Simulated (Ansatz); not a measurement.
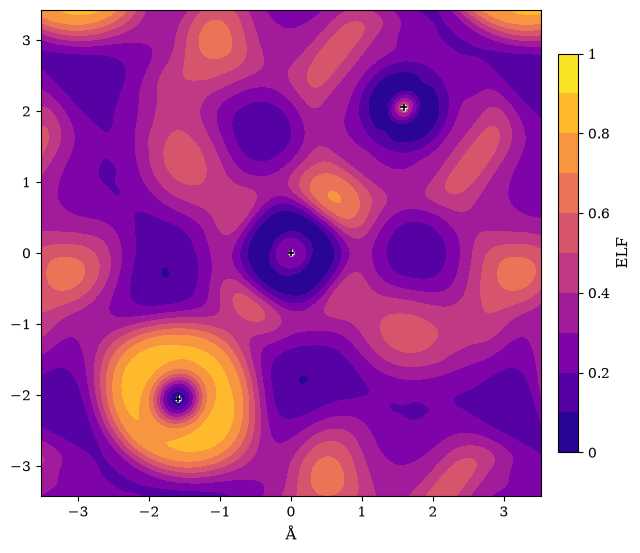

The electron localisation function on a plane through atoms (crosses mark nuclei in the plane).

Computed with DFT PBE, scalar-relativistic, plane waves, PAW (Ansatz).

Candidates:
A. Ta$_{4}$Sb, a = 6.79 Å, b = 6.79 Å, c = 5.15 Å, α = 90.00°, β = 90.00°, γ = 90.00°. Space group I4/mmm; a structure generated by program, which may or may not match a known phase; computed without spin polarisation.
B. AlGaN, a = 4.50 Å, b = 4.50 Å, c = 4.49 Å, α = 90.00°, β = 90.00°, γ = 120.00°. Space group P6₃/mmc; a structure generated by program, which may or may not match a known phase.
C. SiGe$_{3}$, a = 2.96 Å, b = 2.96 Å, c = 9.64 Å, α = 90.00°, β = 90.00°, γ = 120.00°. Space group P-6m2; a structure generated by program, which may or may not match a known phase.

Q: Which system is this?

A: Candidate B: AlGaN on the (111) plane of the conventional cell, which holds Al, Ga and N.
